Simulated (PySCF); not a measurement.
```xyz
18

C     2.9167    1.5882    1.0149
C     2.3314    0.6326    0.3711
C     1.7242   -0.3295   -0.2768
C     2.4519   -1.3920   -1.0580
C     0.3090   -0.4048   -0.2615
C    -0.8975   -0.4910   -0.2660
Si   -2.7394   -0.5886   -0.2456
C    -3.3882    0.8522    0.8056
H     3.1376    2.5373    0.5501
H     3.2091    1.4844    2.0490
H     3.5266   -1.2362   -1.0029
H     2.1378   -1.3638   -2.1009
H     2.2102   -2.3767   -0.6586
H    -3.1380   -1.8756    0.3419
H    -3.2336   -0.4837   -1.6259
H    -4.4735    0.8450    0.8554
H    -3.0823    1.8098    0.3936
H    -3.0106    0.7987    1.8230
```

Geometry: GFN2-xTB.

Computed with wB97X-D/def2-SVPD, SCF density, gas phase (PySCF 2.14.0).

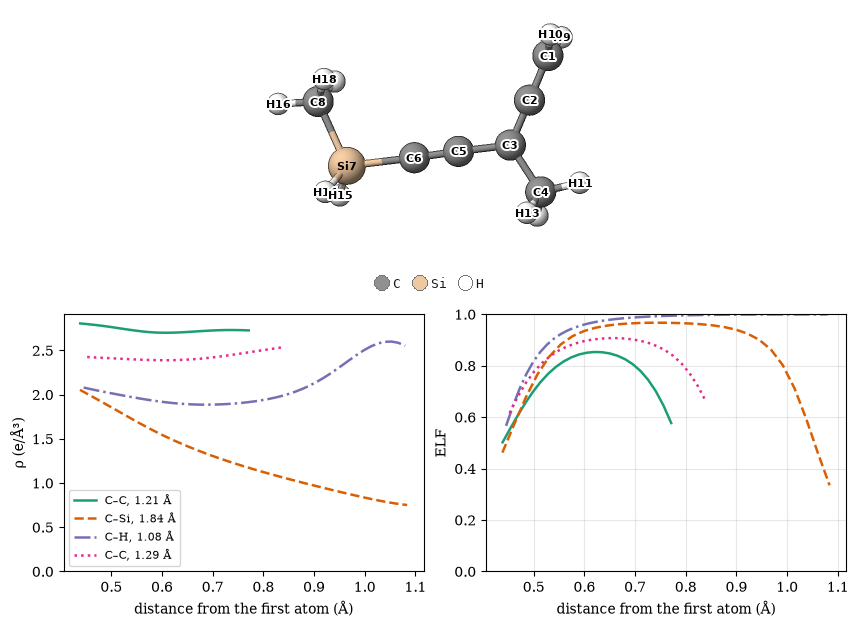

C$_{7}$H$_{10}$Si. Electron density and electron localisation function along straight lines between neighbouring atoms. The curves leave out the atomic cores. The structure is drawn too.

Compare the contacts.

Answer. C–C (1.21 Å): ρ at the midpoint is about 2.7 e/Å³; the ELF peaks at about 0.85 between the atoms: a short, multiple covalent bond.
C–Si (1.84 Å): the density is about 0.94 e/Å³ at the midpoint; the ELF peaks at about 0.95 between the atoms: a covalent bond.
C–H (1.08 Å): ρ at the midpoint is about 2 e/Å³; the ELF climbs to about 1 towards the hydrogen, as it does in any bond to H (an ordinary covalent bond to hydrogen).
C–C (1.29 Å): ρ at the midpoint is about 2.4 e/Å³; the ELF peaks at about 0.90 between the atoms (a multiple bond).
